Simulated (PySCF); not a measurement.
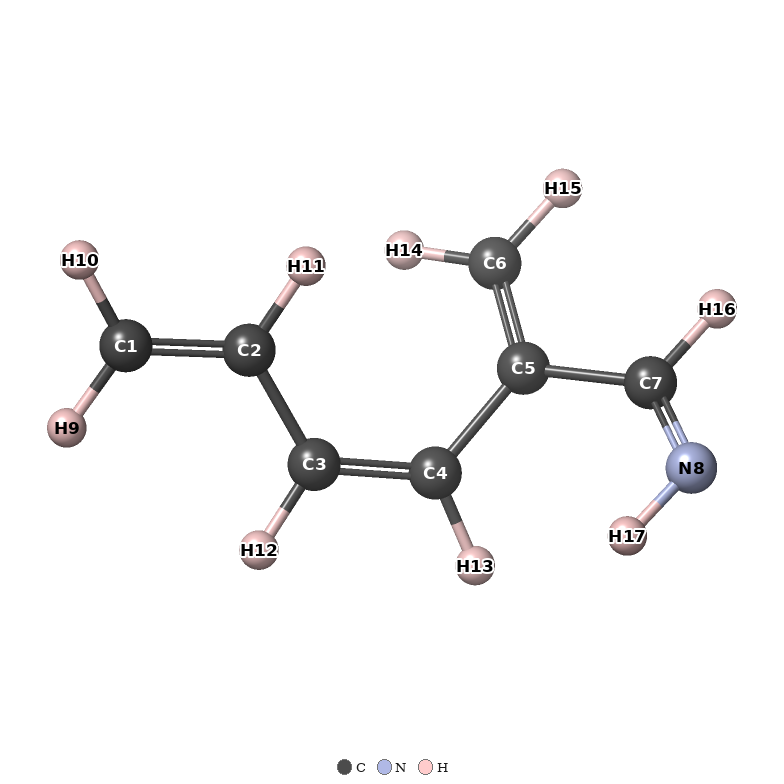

Computed geometry: GFN2-xTB optimisation. No frequency run is at hand to confirm it as a minimum. Electric field gradients from the ground-state density, B3LYP/pcJ-1 (PySCF 2.14.0), non-relativistic apart from any core potentials.

Give the largest field-gradient component, the quadrupole coupling constant and the asymmetry for 14N at N8 (Q = 20.44 mb).

```
atom  V_zz (a.u.)  e²qQ/h (MHz)     η
  N8       −1.032         −4.95  0.42
```
